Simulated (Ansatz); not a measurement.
Run report: GeSiH$_{4}$Cl$_{2}$, single-point calculation

The run: single-point calculation of GeSiH$_{4}$Cl$_{2}$, SMILES Cl[SiH](Cl)[GeH3]. Method and program: RKS B2PLYP/6-31G (Ansatz 0.2.0).

The geometry comes from this level: PBE0-D4/def2-TZVP. Figures and captions count atoms from 1; the log counts them from 0 in places.

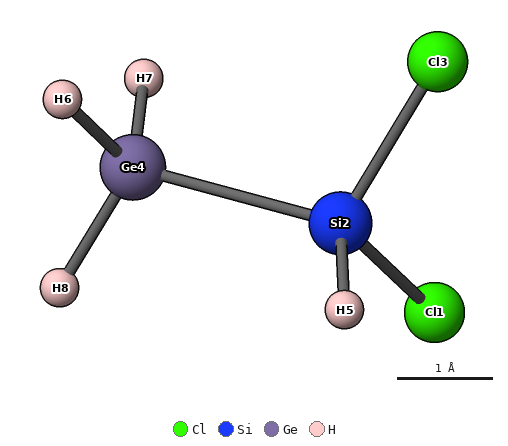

*The structure as given in the input (ball-and-stick view, seen at a tilt; atoms are numbered from 1 in the order of the input). Sticks mark near contacts.*

Bond lengths as drawn: Cl–Si 2.05 Å, Ge–H 1.53 to 1.54 Å, Ge–Si 2.38 Å and H–Si 1.48 Å.

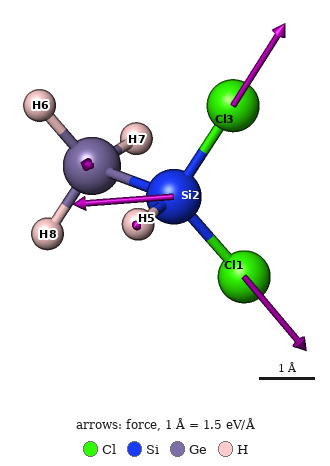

*Forces on the atoms as pink arrows (ball-and-stick view, seen at a tilt; atoms are numbered from 1 in the order of the input); the smallest are left out.*

The largest act on Cl1, Cl3 (2.80 eV/Å); Si2 (2.79 eV/Å). The geometry is not a stationary point of this energy.

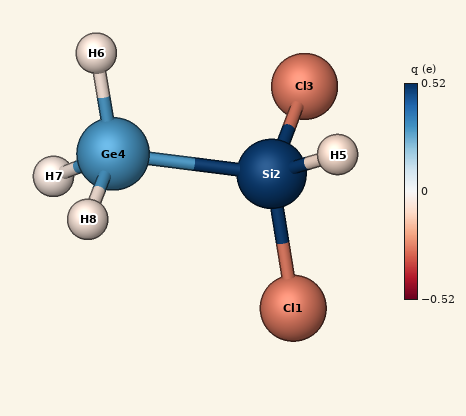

*Mulliken charges, as the colour of each atom (ball-and-stick view, seen at a tilt; atoms are numbered from 1 in the order of the input; Mulliken charges depend strongly on the basis).*

By element: Cl −0.27, Si +0.50, Ge +0.30 and H −0.08 to −0.05 e.

The input and output of the run follow.

Input:
```yaml
crystal:
  periodic: [false, false, false]
  atoms:
    - {symbol: Cl, position_ang: [1.525166, -1.984432, 0.818375]}
    - {symbol: Si, position_ang: [1.094980, -0.039675, 0.326058]}
    - {symbol: Cl, position_ang: [2.242578, 0.517010, -1.281073]}
    - {symbol: Ge, position_ang: [-1.201931, 0.135106, -0.252902]}
    - {symbol: H, position_ang: [1.509205, 0.802434, 1.470983]}
    - {symbol: H, position_ang: [-1.526794, 1.586463, -0.635409]}
    - {symbol: H, position_ang: [-1.482189, -0.788817, -1.444893]}
    - {symbol: H, position_ang: [-2.068816, -0.285189, 0.942960]}
basis:
  gaussian: {orbitals: 6-31G}
hamiltonian: {xc: {name: B2PLYP}}
output: {forces: true}
```

Run as:
```bash
ansatz run in.yaml --threads 4 --pin off --events-out ev --progress --plain --max-ram 10444MiB
```

Log:
```
Functional definition: B2PLYP
  name "B2PLYP"
  cite "Grimme, J. Chem. Phys. 124, 034108 (2006) doi:10.1063/1.2148954"
  cite "Becke, Phys. Rev. A 38, 3098 (1988) doi:10.1103/PhysRevA.38.3098"
  cite "Lee, Yang & Parr, Phys. Rev. B 37, 785 (1988) doi:10.1103/PhysRevB.37.785"
  parameter a = 0.53
  parameter c = 0.27
  exchange = (1 - a)*b88_x + a*exact_x
  correlation = (1 - c)*lyp_c + c*(mp2_os + mp2_ss)
798 factors; integrals over basis functions are off by at most 4.4e-4 eV
mean field evaluation 1: about -89466.9810 eV, gradient 1.6e1 eV
mean field evaluation 2: about -89467.0995 eV, gradient 1.6e1 eV
mean field evaluation 4: about -89467.9617 eV, gradient 7.7e-1 eV
mean field evaluation 8: about -89467.9661 eV, gradient 1.5e-2 eV
mean field -89467.96612944 eV, -3287.8871116914 hartree, gradient 9.6e-6 eV, S^2 0.000000; 0 other end points of the search recorded, 0 dependent functions left out
24 core orbitals not correlated: weight in the atoms' cores, before any rotation towards them, 1.000 or more for the frozen orbitals, at most 0.000 for the correlated occupied ones
reference -89467.96630721 eV, -3287.8871182243 hartree; 18, 18 occupied and 34, 34 virtual orbitals, 798 factors
second order -11.29852644 eV of doubles, -0.00000000 eV of singles
the calculation of the forces begins
mean field evaluation 16: about -89467.8279 eV, gradient 5.7e-1 eV
Total energy: -89471.01690935 eV, -3287.9992257852 hartree
Atom 0 at     1.525166    -1.984432     0.818375 Å, force     0.590193    -2.634152     0.738558 eV/Å
Atom 1 at     1.094980    -0.039675     0.326058 Å, force    -1.895993     1.608909     1.268019 eV/Å
Atom 2 at     2.242578     0.517010    -1.281073 Å, force     1.581224     0.818428    -2.158963 eV/Å
Atom 3 at    -1.201931     0.135106    -0.252902 Å, force    -0.444836     0.058851    -0.083174 eV/Å
Atom 4 at     1.509205     0.802434     1.470983 Å, force     0.081176     0.150212     0.206725 eV/Å
Atom 5 at    -1.526794     1.586463    -0.635409 Å, force     0.033372     0.038088     0.001263 eV/Å
Atom 6 at    -1.482189    -0.788817    -1.444893 Å, force     0.035948    -0.025721    -0.017890 eV/Å
Atom 7 at    -2.068816    -0.285189     0.942960 Å, force     0.018916    -0.014615     0.045461 eV/Å
Dipole moment:    -0.479029     0.301866     0.196321 e Å
```

Key numbers:

```tsv
quantity	value
outcome	converged
total energy	−89471.0169 eV
mean-field energy	−89467.9663 eV
SCF solution under orbital rotations	stable
largest force (length of the vector)	2.799 eV/Å
dipole moment	2.88 D
hardware	4 threads of Intel Xeon @ 2.80GHz, 23 GiB of memory available, shared host
wall time	2.9 s (CPU time 9.8 s)
peak memory	0.22 GiB
```
